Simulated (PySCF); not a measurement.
## Electronic structure of C$_{7}$H$_{10}$OSi (SMILES Cc1ccc(O[SiH3])cc1) in real space

```xyz
19

C    -3.2816    0.6771   -0.0096
C    -1.8070    0.4324   -0.1522
C    -1.2855   -0.8676   -0.1664
C     0.0804   -1.1035   -0.2668
C     0.9716   -0.0310   -0.3580
O     2.2927   -0.3112   -0.4578
Si    3.5808    0.7534   -0.5866
C     0.4713    1.2740   -0.3493
C    -0.9008    1.4926   -0.2482
H    -3.8701   -0.1529   -0.4274
H    -3.5688    0.7794    1.0506
H    -3.5887    1.6016   -0.5202
H    -1.9680   -1.7198   -0.0996
H     0.4824   -2.1184   -0.2810
H     4.7885   -0.1077   -0.6683
H     3.6519    1.6471    0.6083
H     3.4522    1.5950   -1.8142
H     1.1516    2.1271   -0.4261
H    -1.2736    2.5210   -0.2467
```

Geometry: PBE0-D3(BJ)/def2-SVP.

The calculation used PBE0/pcSseg-1, SCF density, gas phase, non-relativistic (PySCF 2.14.0).

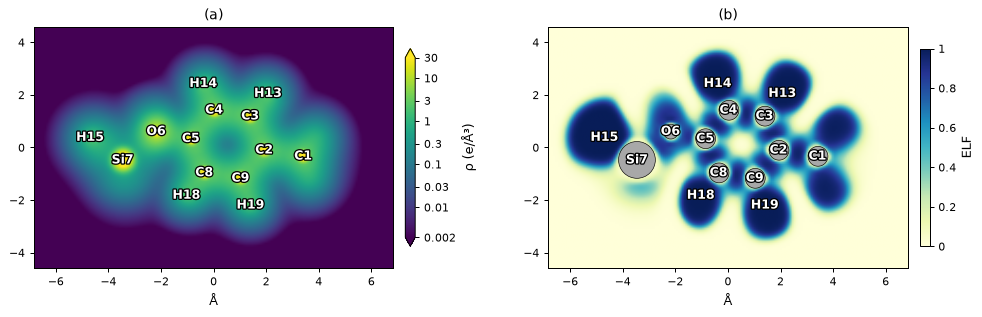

Figure 1. (a) total electron density; (b) ELF on the plane of atoms C3, C2 and C9. Grey discs cover the atomic cores in the ELF map.

Q: Read the bonding off the picture.

A: The plane passes through C, O, Si and H nuclei. C–O (1.35 Å): the density is about 2.3 e/Å³ at the midpoint, with its minimum of 1.9 e/Å³ about 0.5 Å from C; the ELF peaks at about 0.90 between the atoms: a polar covalent bond. C–C (1.39 Å): ρ at the midpoint is about 2.1 e/Å³; the ELF peaks at about 0.95 between the atoms, as expected for a covalent bond. Si–O (1.68 Å): the density is about 1 e/Å³ at the midpoint; the ELF peaks at about 0.85 between the atoms; a shared but strongly polarised pair. C–H (1.09 Å): the density is about 2 e/Å³ at the midpoint; the ELF climbs to about 1 towards the hydrogen, as it does in any bond to H; a covalent bond by its length. C–C (1.50 Å): the density is about 1.7 e/Å³ at the midpoint; the ELF peaks at about 0.95 between the atoms; a covalent bond. The ELF also peaks beside O6, away from the bonds: lone-pair regions.

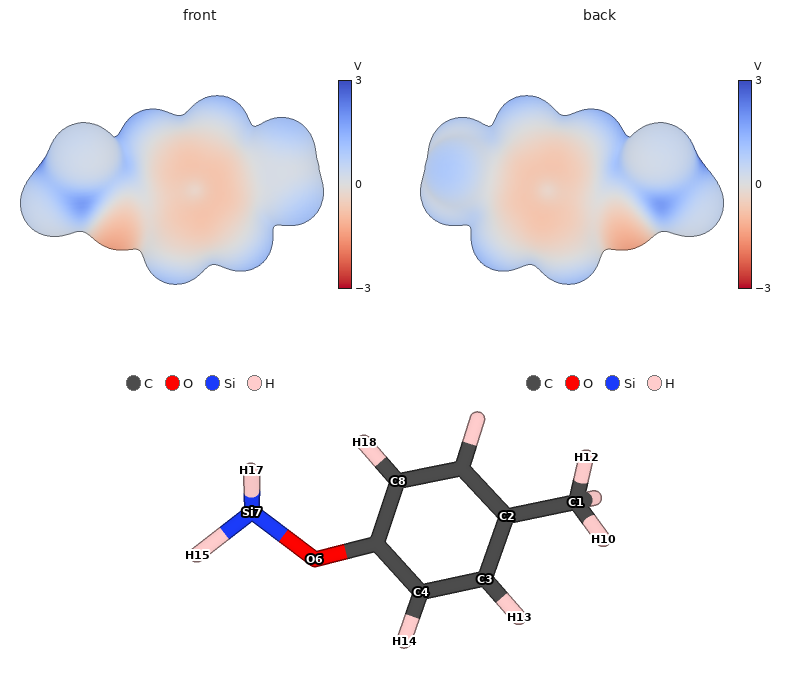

Figure 2. The molecular electrostatic potential painted on the density surface at 0.004 e/bohr³, seen from the front and from behind; red is negative and blue positive. The bare structure is drawn below in the same view.

Q: Which sites attract a positive test charge, and which a negative one?

A: A positive charge is drawn to the negative regions and a negative charge to the positive ones. The most negative region (about −1.2 V, or −28 kcal/mol for a unit charge) lies over O6, the most positive (about +2.4 V, or +55 kcal/mol for a unit charge) over Si7. O6 is the likeliest acceptor of a hydrogen bond.

Q: What dipole moment does the calculation give?

A: Its dipole moment is 0.86 D.
